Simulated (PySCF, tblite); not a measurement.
# C₅H₉FO: magnetic properties

Wanted: magnetic properties for C₅H₉FO (`C=COC[C@@H](C)F`).

Programs: tblite 0.8.0 and PySCF 2.14.0, with routines of our own; each step states its level. All values are computed. Atoms count from 0.

### Step 1. The starting structure

16 atoms, charge 0, multiplicity 1; geometry from: force field or distance geometry start.

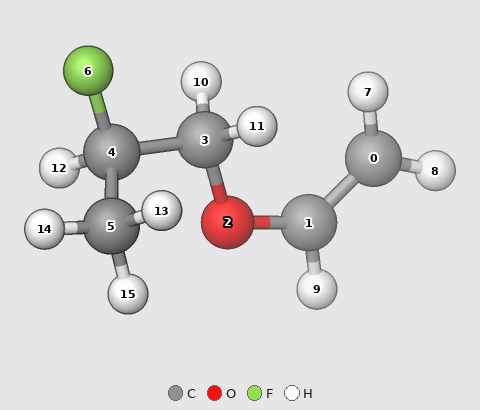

The starting geometry (carbon grey, oxygen red, fluorine green, hydrogen white).

### Step 2. Relaxing the molecule with GFN2-xTB, one coordinate held

Job settings and geometry (Å):

```
{"job": {"kind": "relax", "xc": "GFN2-xTB", "basis": "xTB"}, "charge": 0, "multiplicity": 1}
C      2.407900     1.405400     0.483700
C      2.091800     0.114200     0.369400
O      0.939900    -0.477200    -0.022300
C     -0.142900     0.402700    -0.403500
C     -1.351900    -0.437200    -0.807600
C     -1.933800    -1.253700     0.324700
F     -2.320500     0.411800    -1.271400
H      1.709800     2.207100     0.247300
H      3.390500     1.704100     0.827700
H      2.811400    -0.665800     0.632400
H      0.156000     1.026000    -1.240700
H     -0.421100     1.041900     0.446800
H     -1.086200    -1.104900    -1.627700
H     -2.239800    -0.602700     1.146600
H     -2.821900    -1.784700    -0.009300
H     -1.208900    -1.978000     0.723100
```

Command:

```
$ OMP_NUM_THREADS=1 python excited_run.py task.json out
```

One launch serves the whole session: the jobs run in the order shown.

The log of the run:

```text
step      E/eV     max force
  0    -654.74479    1.081
  1    -654.78417    0.365
  2    -654.79181    0.341
  3    -654.79552    0.201
  4    -654.79731    0.114
  5    -654.79854    0.095
  6    -654.79932    0.084
  7    -654.80014    0.095
  8    -654.80085    0.075
  9    -654.80157    0.070
 10    -654.80211    0.056
 11    -654.80246    0.050
 12    -654.80276    0.048
 13    -654.80313    0.056
 14    -654.80357    0.056
 15    -654.80393    0.048
 16    -654.80416    0.037
 17    -654.80432    0.039
 18    -654.80446    0.036
 19    -654.80457    0.031
 20    -654.80464    0.023
 21    -654.80471    0.027
 22    -654.80478    0.028
 23    -654.80486    0.023
 24    -654.80493    0.024
 25    -654.80498    0.018
 26    -654.80503    0.015
 27    -654.80507    0.018
 28    -654.80511    0.019
 29    -654.80515    0.017
 30    -654.80520    0.015
 31    -654.80524    0.015
 32    -654.80528    0.017
 33    -654.80532    0.016
 34    -654.80536    0.017
 35    -654.80541    0.017
 36    -654.80545    0.017
 37    -654.80549    0.018
 38    -654.80552    0.016
 39    -654.80555    0.022
 40    -654.80560    0.027
 41    -654.80564    0.026
 42    -654.80568    0.019
 43    -654.80572    0.016
 44    -654.80578    0.020
 45    -654.80584    0.017
 46    -654.80588    0.011
 47    -654.80590    0.013
 48    -654.80591    0.010
 49    -654.80592    0.007
```

It took 0.39 s on 1 thread of Arm Neoverse V1, shared host; peak memory 0.18 GiB.

One coordinate is held by a constraint (a dihedral, as typed in the start), so the force along it need not vanish.

Relaxation path: (not every step is listed)

| step | energy from step 0 (eV) | largest force (eV/Å) |
| --- | --- | --- |
| 0 | 0.0000 | 1.0812 |
| 1 | -0.0394 | 0.3646 |
| 2 | -0.0470 | 0.3415 |
| 3 | -0.0507 | 0.2009 |
| 4 | -0.0525 | 0.1139 |
| 5 | -0.0538 | 0.0952 |
| 6 | -0.0545 | 0.0836 |
| 7 | -0.0554 | 0.0950 |
| 8 | -0.0561 | 0.0749 |
| 11 | -0.0577 | 0.0496 |
| 14 | -0.0588 | 0.0563 |
| 17 | -0.0595 | 0.0388 |
| 20 | -0.0598 | 0.0234 |
| 23 | -0.0601 | 0.0230 |
| 26 | -0.0602 | 0.0152 |
| 29 | -0.0604 | 0.0173 |
| 32 | -0.0605 | 0.0167 |
| 35 | -0.0606 | 0.0169 |
| 38 | -0.0607 | 0.0162 |
| 41 | -0.0609 | 0.0255 |
| 44 | -0.0610 | 0.0196 |
| 45 | -0.0611 | 0.0170 |
| 46 | -0.0611 | 0.0112 |
| 47 | -0.0611 | 0.0127 |
| 48 | -0.0611 | 0.0102 |
| 49 | -0.0611 | 0.0073 |

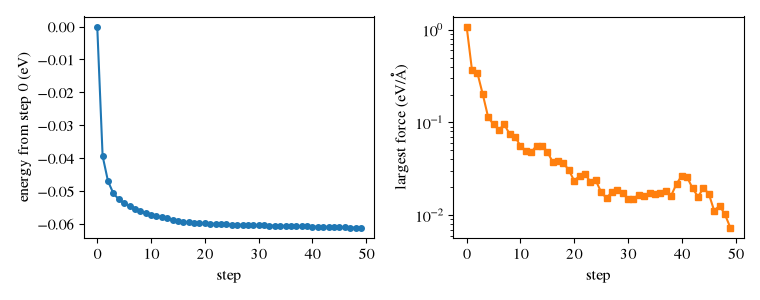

Energy and force, step by step.

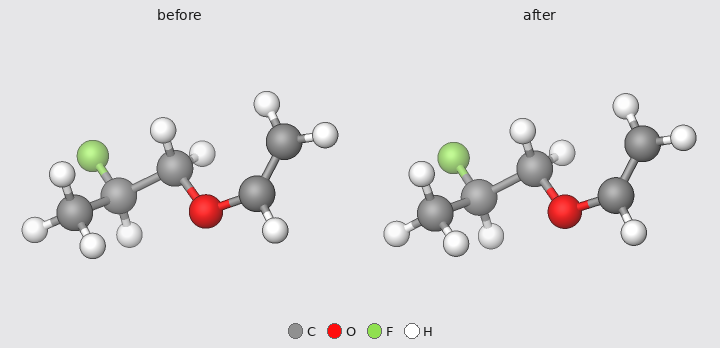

The geometry before (left) and after (right).

Distances of close pairs at the start and the end, largest changes first:

| bond | before (Å) | after (Å) | change (Å) |
| --- | --- | --- | --- |
| O2–C3 | 1.446 | 1.410 | -0.037 |
| C0–H7 | 1.089 | 1.075 | -0.014 |
| C4–F6 | 1.369 | 1.383 | +0.014 |
| C5–H15 | 1.099 | 1.086 | -0.014 |
| C3–H10 | 1.086 | 1.098 | +0.013 |
| C1–H9 | 1.093 | 1.082 | -0.012 |
| C0–C1 | 1.334 | 1.323 | -0.012 |
| C0–H8 | 1.083 | 1.073 | -0.010 |

The next job starts from the end point, and lists it.

### Step 3. Magnetic properties: GIAO PBE/pcSseg-1

Job settings and geometry (Å):

```
{"job": {"kind": "mag", "xc": "PBE", "basis": "pcSseg-1", "isotopologues": 0}, "charge": 0, "multiplicity": 1}
C      2.380737     1.376820     0.484455
C      2.072016     0.096417     0.362750
O      0.903652    -0.459253    -0.043282
C     -0.146943     0.415108    -0.387558
C     -1.341667    -0.442693    -0.807140
C     -1.918783    -1.239737     0.348548
F     -2.309232     0.404764    -1.315741
H      1.698171     2.175817     0.259681
H      3.358708     1.661059     0.822910
H      2.777043    -0.690252     0.595198
H      0.146859     1.065874    -1.222332
H     -0.424645     1.045247     0.468280
H     -1.049541    -1.102895    -1.632985
H     -2.263949    -0.566852     1.130190
H     -2.756973    -1.842011     0.008264
H     -1.145163    -1.888479     0.747754
```

Method: GIAO PBE/pcSseg-1 magnetisability, rotational g tensor and spin-rotation constants, non-relativistic, gas phase.

The log of the run:

```text
coarse grid: 13184 points
cycle   1  E = -370.3023598680  dE =  6.565e-01  |g| = 7.744e-01  |ddm| = 3.414e+00
cycle   2  E = -370.1241684565  dE =  1.782e-01  |g| = 1.249e+00  |ddm| = 1.661e+00
cycle   3  E = -370.4179506910  dE = -2.938e-01  |g| = 1.762e-01  |ddm| = 1.101e+00
cycle   4  E = -370.4231010654  dE = -5.150e-03  |g| = 6.833e-02  |ddm| = 1.486e-01
cycle   5  E = -370.4238502208  dE = -7.492e-04  |g| = 3.319e-02  |ddm| = 7.072e-02
cycle   6  E = -370.4241229082  dE = -2.727e-04  |g| = 7.128e-03  |ddm| = 3.403e-02
cycle   7  E = -370.4241347824  dE = -1.187e-05  |g| = 1.596e-03  |ddm| = 6.148e-03
cycle   8  E = -370.4241353606  dE = -5.782e-07  |g| = 3.451e-04  |ddm| = 1.535e-03
final grid: 127200 points
cycle   9  E = -370.5058315731  dE = -3.209e-05  |g| = 2.130e-02  |ddm| = 4.267e-02
cycle  10  E = -370.5055693917  dE =  2.622e-04  |g| = 4.296e-02  |ddm| = 3.974e-02
cycle  11  E = -370.5059120618  dE = -3.427e-04  |g| = 6.867e-03  |ddm| = 2.986e-02
cycle  12  E = -370.5059235964  dE = -1.153e-05  |g| = 1.362e-03  |ddm| = 6.799e-03
cycle  13  E = -370.5059239436  dE = -3.472e-07  |g| = 3.785e-04  |ddm| = 1.256e-03
cycle  14  E = -370.5059239750  dE = -3.135e-08  |g| = 4.430e-05  |ddm| = 3.005e-04
cycle  15  E = -370.5059239753  dE = -3.325e-10  |g| = 2.367e-05  |ddm| = 5.560e-05
converged SCF energy = -370.5059239753

Magnetisability tensor (1e-30 J/T^2)
    -1058.43       32.35       39.32
       32.35    -1049.50       27.60
       39.32       27.60    -1147.71
isotropic -1085.21   principal values   -1164.59  -1085.24  -1005.80
isotropic susceptibility -65.353 1e-6 cm^3/mol

Inertial axes            a          b          c
rot. const./GHz      6.0760     1.3006     1.1489
chi total           -61.971    -66.151    -67.937
chi diamagnetic    -295.753   -997.321  -1118.824
chi paramagnetic    233.782    931.171   1050.887
quadrupole/D A       -0.771      0.517      0.254
g nuclear            0.6256     0.5621     0.5622
g electronic        -0.6673    -0.5690    -0.5672
g total             -0.0418    -0.0069    -0.0050

Spin-rotation constants (kHz, H = +C I.J)
atom  isotope        aa         bb         cc
  6    19F        3.815      0.549      0.666
  7     1H       -0.317     -0.001     -0.112
  8     1H        0.485     -0.144     -0.136
  9     1H       -0.257      0.021     -0.089
 10     1H       -0.520      0.028     -0.099
 11     1H       -0.580     -0.153      0.058
 12     1H       -0.556     -0.136      0.079
 13     1H       -0.725     -0.142      0.029
 14     1H        0.091     -0.129     -0.124
 15     1H       -0.361     -0.034     -0.127
  0    13C*       2.264      0.298      0.168
  1    13C*       2.844      0.459      0.292
  2    17O*      -1.111     -0.279     -0.138
  3    13C*       1.384      0.304      0.275
  4    13C*       1.548      0.312      0.344
  5    13C*       1.002      0.190      0.172
* in the singly substituted isotopologue
```

Wall time 36 s (1 thread of Arm Neoverse V1, shared host); peak memory 0.55 GiB.

Key values:

| quantity | value |
| --- | --- |
| magnetisability | -1085·10⁻³⁰ J/T² |
| molar susceptibility | -65.4·10⁻⁶ cm³/mol |
| rotational g (a, b, c) | -0.0418, -0.0069, -0.0050 |

The fields below are evaluated on a grid from the run's orbitals.

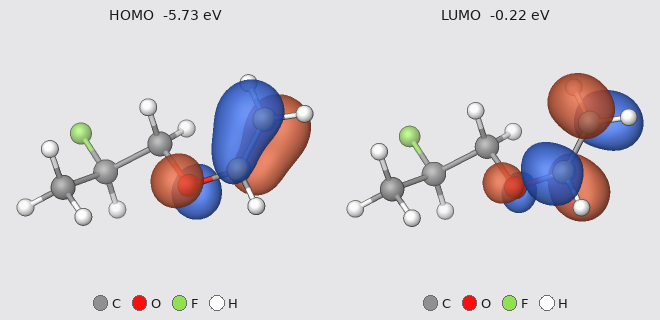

Frontier orbitals at PBE/pcSseg-1; each surface holds 70 % of the orbital's density, blue and red mark the sign.

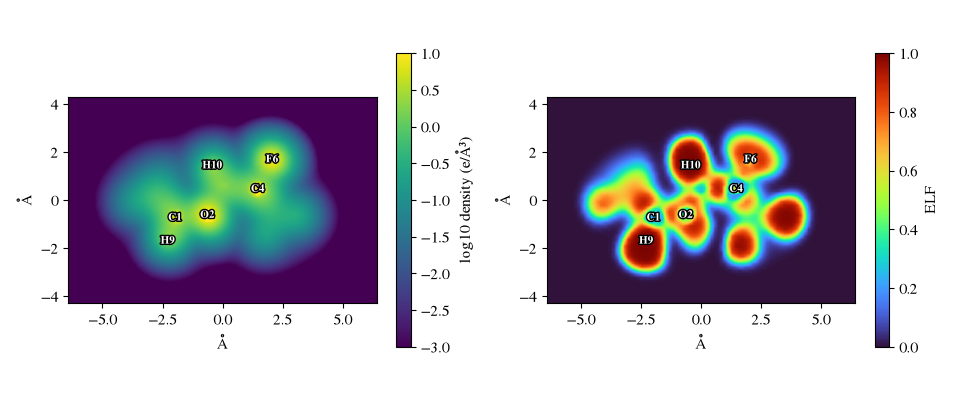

Density (left) and ELF (right) in a plane through or near 6 of the atoms.

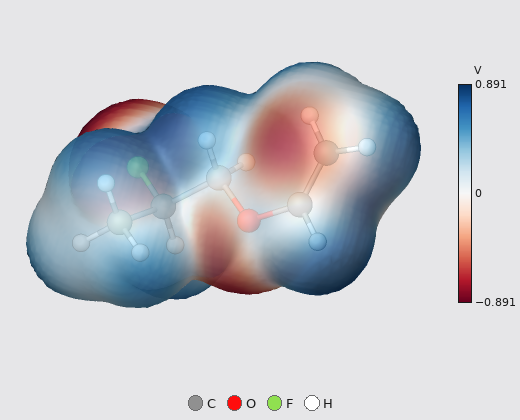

Electrostatic potential on the surface of density 0.002 e/bohr³; red is low, blue high. It runs, from the 1st to the 99th percentile, from -0.89 V near F6 to 0.83 V near H9.

### Step 4. What came out

| quantity | value |
| --- | --- |
| magnetisability (step 3, GIAO PBE/pcSseg-1) | -1085·10⁻³⁰ J/T² |
| molar susceptibility (step 3, GIAO PBE/pcSseg-1) | -65.4·10⁻⁶ cm³/mol |
| rotational g (a, b, c) (step 3, GIAO PBE/pcSseg-1) | -0.0418, -0.0069, -0.0050 |
| surface potential, 1st and 99th percentile | -0.89 V and 0.83 V |

The values above hold for this geometry and these levels alone. Vibrational averaging and real surroundings are missing from these values.
